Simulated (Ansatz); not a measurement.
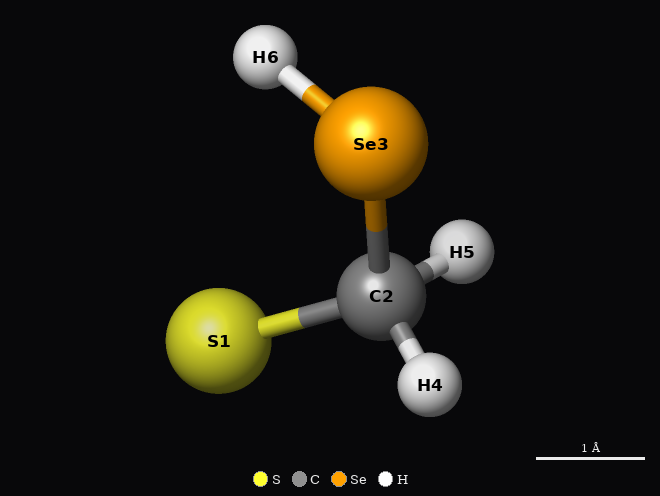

The view is orthographic, and the bar gives the scale. State: charge −1, singlet. The computed structure is the end point of a PBE0-D4/def2-TZVPD optimisation. No frequency run is at hand to confirm it as a minimum.

Reconstruct the coordinates (Å) as seen: x to the right, y up, z towards the viewer, origin at the mean of the atomic positions.

```xyz
6
CH3SSe
S   -1.27  -0.89  -1.01
C    0.25  -0.47  -0.22
Se   0.15   0.95   1.26
H    0.70  -1.29   0.34
H    1.00  -0.06  -0.89
H   -0.83   1.76   0.52
```
